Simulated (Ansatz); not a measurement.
The figure comes from a scan of LiH (rock salt): a phonon pattern at X = (0.5, 0.5, 0.0) is frozen into a 4-atom cell, Q being the largest atomic displacement. All values below come from PBE (plane waves to 420 eV, PAW, scalar-relativistic; Ansatz, an electronic-structure program). k mesh 14×14×14 (Γ-centred), Fermi-Dirac smearing 0.05 eV. Energies are smeared free energies. LiH was relaxed with its symmetry unable to fall. The zero of ΔE is the undisplaced structure.

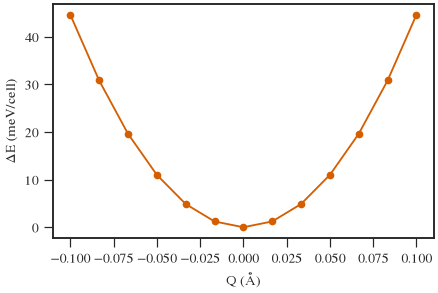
Figure: ΔE (meV/cell) against Q (Å); computed points joined by lines.

### Question
List the plotted points as numbers.

### Answer
To the nearest 1:

```
Q (Å)   ΔE (meV/cell)
------  -------------
-0.100             45
-0.083             31
-0.067             20
-0.050             11
-0.033              5
-0.017              1
0.000               0
0.017               1
0.033               5
0.050              11
0.067              20
0.083              31
0.100              45
```

(A displaced cell: forces are minus the slopes of the energy, force constants its curvatures, and phonons follow from these.)
